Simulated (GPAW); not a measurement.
# PBE/real-space grid (scalar-relativistic datasets) run of CO2 (carbon dioxide)

Aim: ionisation energies of CO2 (carbon dioxide). Input form: an ASE script.

The results are computed with GPAW 26.7.0.

5 further runs of the same task are left out: 3 that didn't finish, 2 set aside as unsound or not needed.

### 1 The structure to begin with

CO2 has 3 atoms, charge 0, and is taken as a singlet. SMILES: `O=C=O`. Geometry: relaxed at GFN2-xTB.

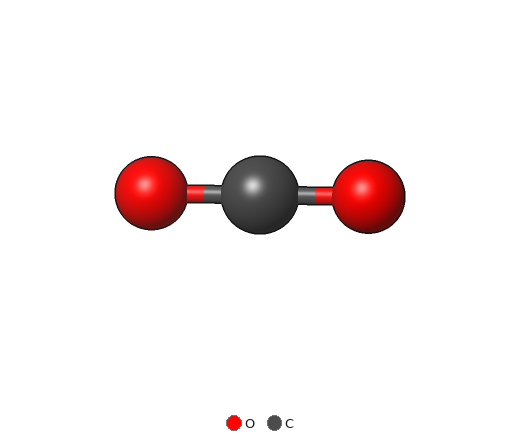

The structure, seen from a chosen angle (oxygen red, carbon dark grey).

### 2 Ionisation energies at PBE/real-space grid (scalar-relativistic datasets)

Input file gs_ipea.py:

```python
from ase import Atoms
from gpaw import GPAW

atoms = Atoms('OCO',
    positions=[[  0.367370,  -1.079490,   0.087210],
               [  0.000170,   0.000090,   0.000100],
               [ -0.367540,   1.079400,  -0.087300]])
atoms.center(vacuum=4.5)

energies = {}
for name, charge, unpaired in [('neutral', 0, 0), ('oxidised', 1, 1)]:
    atoms.set_initial_magnetic_moments([unpaired / len(atoms)] * len(atoms))
    calculator = GPAW(mode='fd',
                      h=0.25,
                      maxiter=100,
                      symmetry='off',
                      charge=charge,
                      xc='PBE',
                      occupations={'name': 'fermi-dirac', 'width': 0.0, 'fixmagmom': unpaired > 0},
                      txt=f'{name}.txt')
    atoms.calc = calculator
    energies[name] = atoms.get_potential_energy()
    print(f'{name:10} {energies[name]:12.5f} eV')

ip = energies['oxidised'] - energies['neutral']
print(f'Vertical IP: {ip:.3f} eV')
```

The run is started by

```sh
$ python3 gs_ipea.py
```

Log:

```text
neutral       -24.73070 eV
oxidised      -11.01404 eV
Vertical IP: 13.717 eV
```

neutral.txt, shortened:

```text
[...]
occupation numbers:
  # Zero width
[...]
xc functional:
  name: PBE with 2 nearest neighbor stencil
[...]
|iter     |     time |      energy | eigst |  dens |
[...]
|iter:   1| 00:00:01 |  -26.526582 | +1.22 |       |
[...]
|iter:  13| 00:00:04 |  -24.730703c| -7.46c| -5.78c|
Converged in 13 steps
[...]
Energy contributions relative to reference atoms: (reference = -5109.332718)
Energy contributions:
  Kinetic:          42.672530
  Coulomb:         -48.163364
  Zero:              3.181829
  External:          0.000000
  Xc:              -22.421696
  Entropy:           0.000000
  Spinorbit:         0.000000
  ----------------------------
  Free energy:     -24.730703
  Extrapolated:    -24.730703
dipole moment: (0.000099, 0.000124, 0.000065)  # |e|*Ang
Fermi level: -4.903
Eigenvalues  # (at kpt = [0.000, 0.000, 0.000])
| band index |      eig [eV] | occ [0-2] |
|------------|---------------|-----------|
|          0 |       -29.277 |     2.000 |
|          1 |       -28.280 |     2.000 |
|          2 |       -13.626 |     2.000 |
[... 8 lines of this table left out ...]
|         11 |         1.302 |     0.000 |
Gap: 8.361 eV
Transition (v -> c):
  (s=0, k=0, n=7, [0.00, 0.00, 0.00]) -> (s=0, k=0, n=8, [0.00, 0.00, 0.00])
No difference between direct/indirect transitions
vacuum-level: 0.000  # V
```

oxidised.txt, shortened:

```text
[...]
|iter     |     time |      energy | eigst |  dens |  magmom |
[...]
|iter:   1| 00:00:01 |  -14.600578 | +1.35 |       |  +0.9989|
[...]
|iter:  20| 00:00:13 |  -11.014043c| -7.71c| -5.40c|  +1.0000|
Converged in 20 steps
[...]
Energy contributions relative to reference atoms: (reference = -5109.332718)
Energy contributions:
  Kinetic:          32.113552
  Coulomb:         -34.537019
  Zero:              3.048055
  External:          0.000000
  Xc:              -11.638630
  Entropy:           0.000000
  Spinorbit:         0.000000
  ----------------------------
  Free energy:     -11.014043
  Extrapolated:    -11.014043
dipole moment: (4.867702, 5.579530, 4.587373)  # |e|*Ang
Total magnetic moment: (0.000000, 0.000000, 1.000000)
Local magnetic moments
|        x |        y |         z |
|----------|----------|-----------|
| 0.000000 | 0.000000 |  0.325913 |  # O    0
| 0.000000 | 0.000000 | -0.049744 |  # C    1
| 0.000000 | 0.000000 |  0.325791 |  # O    2
Fermi levels: -14.264, -18.621
Eigenvalues  # (at kpt = [0.000, 0.000, 0.000])
| band index |      eig [eV] | occ [0-1] |      eig [eV] | occ [0-1] |
|------------|---------------|-----------|---------------|-----------|
|          0 |       -39.989 |     1.000 |       -39.352 |     1.000 |
|          1 |       -39.181 |     1.000 |       -38.418 |     1.000 |
|          2 |       -23.620 |     1.000 |       -23.172 |     1.000 |
[... 8 lines of this table left out ...]
|         11 |        -3.423 |     0.000 |        -3.370 |     0.000 |
Gap: 8.236 eV
Transition (v -> c):
[...]
timing:  # [seconds]
  Total: 12.872  # ━━━━━━━━━━━━━━━━━━━━━━━━━━━━━━━━━━━━━━━━━━━━━━━━━━━━━━━━━━
  Init:   0.888  # ━━━━
  SCF:   11.946  # ━━━━━━━━━━━━━━━━━━━━━━━━━━━━━━━━━━━━━━━━━━━━━━━━━━━━━━
Max RSS: 304.539  # MiB
```

Wall time 18 s (1 thread of Arm Neoverse V1, shared host); peak memory 0.3 GiB.

### 3 What came out

Level: PBE/real-space grid (scalar-relativistic datasets).

```
               quantity     value
first ionisation energy  13.72 eV
```
